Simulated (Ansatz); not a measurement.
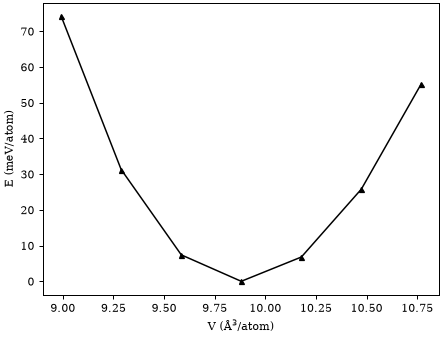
Figure: HfB₂ in space group P6/mmm (No. 191; Hf on 1a, B on 2d) under volume change, plane-wave PAW r²SCAN (Ansatz code), shape and atoms relaxed at each volume.

Task: What does a third-order Birch–Murnaghan fit give for V₀, B₀ and B′?

Result: V₀ = 9.88 Å³/atom, B₀ = 255 GPa, B′ = 3.9.

The cell was relaxed with r²SCAN under the symmetry of its start; of distortions, only those at the zone centre were tested. The run is not spin-polarised. Spin–orbit coupling is left out wherever it is not named.

Potentials: the later of the program's two PAW sets.
